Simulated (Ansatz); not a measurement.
Phonon calculation of CH₅OSi

The run: phonon calculation of CH₅OSi, multiplicity 2, SMILES OC[SiH2]. Method and program: UKS B3LYP/def2-SVP (Ansatz 0.2.0).

It belongs to a series of runs on one base structure; here: vibrations at the highest image of the band.

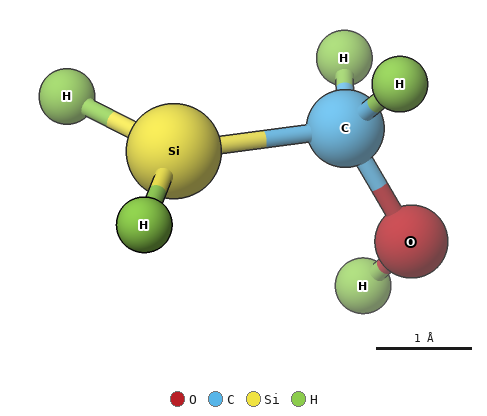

Fig. 1: The input geometry (ball-and-stick view, seen at a tilt).

## Key numbers

| quantity | value |
| --- | --- |
| outcome | converged |
| total energy | −11036.5936 eV |
| mean-field energy | −11036.5936 eV |
| ⟨S²⟩ | 0.755 |
| largest force (length of the vector) | 0.002 eV/Å |
| hardware | 1 thread of Arm Neoverse V1, 24 GiB of memory available, shared host |
| wall time | 97 s |
| peak memory | 0.16 GiB |

## The input
```yaml
crystal:
  periodic: [false, false, false]
  atoms:
    - { symbol: O, position_ang: [-0.985882, 0.930231, -0.995716] }
    - { symbol: C, position_ang: [-0.236023, 0.691507, 0.185002] }
    - { symbol: Si, position_ang: [0.79607, -0.914298, 0.190807] }
    - { symbol: H, position_ang: [-1.556819, 0.165614, -1.151011] }
    - { symbol: H, position_ang: [-0.86483, 0.686025, 1.100114] }
    - { symbol: H, position_ang: [0.444697, 1.552145, 0.291296] }
    - { symbol: H, position_ang: [0.518922, -1.99027, 1.171361] }
    - { symbol: H, position_ang: [1.883875, -1.120952, -0.791852] }
magnetization:
  spin_polarized: true
  initial_magnetization: 1
basis:
  gaussian: { orbitals: def2-SVP }
hamiltonian:
  xc: b3lyp
phonons: {}
```

Launched with:
```bash
ansatz run input.yaml --threads 1 --pin off --max-ram 2048MiB --backend cpu --events-out ev --progress --plain --runs-dir out
```

## Output
```
Engine: ansatz 0.2.0, aarch64-unknown-linux-gnu
Functional definition: B3LYP
  parameter a0 = 0.2
  parameter ax = 0.72
  parameter ac = 0.81
  exchange = (1 - a0 - ax)*slater_x + ax*b88_x + a0*exact_x
  correlation = (1 - ac)*vwn_rpa_c + ac*lyp_c
752 factors; integrals over basis functions are off by at most 2.8e-4 eV
mean field evaluation 1: about -11031.8452 eV, gradient 3.3e1 eV
mean field evaluation 2: about -11014.6236 eV, gradient 6.7e1 eV
mean field evaluation 4: about -11036.4907 eV, gradient 4.1e0 eV
mean field evaluation 8: about -11036.5934 eV, gradient 7.5e-2 eV
mean field evaluation 16: about -11036.5934 eV, gradient 2.8e-5 eV
mean field -11036.59342391 eV, -405.5873274571 hartree, gradient 2.8e-5 eV, S^2 0.754916; 0 other end points of the search recorded, 0 dependent functions left out
the calculation of the forces begins
reference -11036.59363735 eV, -405.5873353006 hartree; 17, 16 occupied and 54, 55 virtual orbitals, 752 factors
these checks for a lower state are left out or cut short: stability, starts, cluster_reference, orbital_swaps, neighbouring_geometries, increment
752 factors; integrals over basis functions are off by at most 2.8e-4 eV
mean field -11036.59333401 eV, -405.5873241531 hartree, gradient 1.3e-6 eV, S^2 0.754918; 0 other end points of the search recorded, 0 dependent functions left out
[... from here on the field's lines of each further geometry are left out, up to the last ...]
the calculation of the forces begins
reference -11036.59361082 eV, -405.5873343258 hartree; 17, 16 occupied and 54, 55 virtual orbitals, 752 factors
these checks for a lower state are left out or cut short: stability, starts, cluster_reference, orbital_swaps, neighbouring_geometries, increment
752 factors; integrals over basis functions are off by at most 2.8e-4 eV
mean field -11036.59339835 eV, -405.5873265175 hartree, gradient 2.0e-6 eV, S^2 0.754921; 0 other end points of the search recorded, 0 dependent functions left out
the calculation of the forces begins
reference -11036.59361179 eV, -405.5873343616 hartree; 17, 16 occupied and 54, 55 virtual orbitals, 752 factors
WARN: phonons: modes at or below zero, which the zero-point energy, F, S and C_V leave out: 1, the lowest at -607.86 cm⁻¹. A minimum has none, and a first-order saddle one
Total energy: -11036.59363735 eV, -405.5873353006 hartree
Atom 0 at    -0.985882     0.930231    -0.995716 Å, force     0.000499     0.000323    -0.001673 eV/Å
Atom 1 at    -0.236023     0.691507     0.185002 Å, force    -0.000970     0.000861     0.000907 eV/Å
Atom 2 at     0.796070    -0.914298     0.190807 Å, force     0.000405    -0.002298    -0.000812 eV/Å
Atom 3 at    -1.556819     0.165614    -1.151011 Å, force    -0.000164    -0.000239     0.001160 eV/Å
Atom 4 at    -0.864830     0.686025     1.100114 Å, force     0.000286    -0.000076    -0.000404 eV/Å
Atom 5 at     0.444697     1.552145     0.291296 Å, force     0.000113     0.000020     0.000370 eV/Å
Atom 6 at     0.518922    -1.990270     1.171361 Å, force    -0.000296     0.000391     0.000628 eV/Å
Atom 7 at     1.883875    -1.120952    -0.791852 Å, force     0.000127     0.001017    -0.000176 eV/Å
Dipole moment:    -0.084646    -0.158788     0.170333 e Å
Vibrations: -607.86 117.44 283.25 332.66 485.42 645.81 825.40 916.60 1049.50 1159.55 1279.42 1368.37 1449.13 2254.57 2290.49 2969.65 3077.68 3796.75 cm⁻¹, zero-point energy 1.506513 eV
```

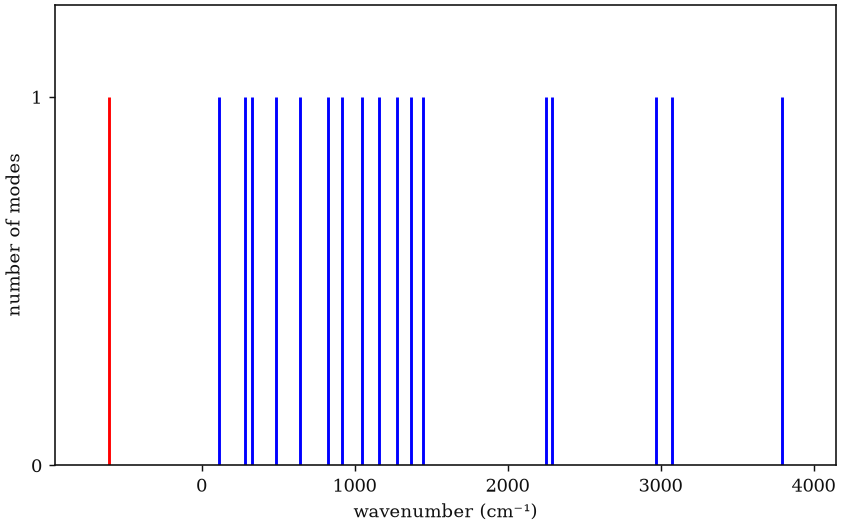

Fig. 2: Harmonic vibrational wavenumbers from the force constants; neighbouring modes closer than 20 cm⁻¹ are counted in one stick, and imaginary ones are drawn at negative wavenumbers. 18 modes from 608i to 3797 cm⁻¹, 1 imaginary beyond 8i (608i cm⁻¹): a first-order saddle point, if the geometry is stationary.
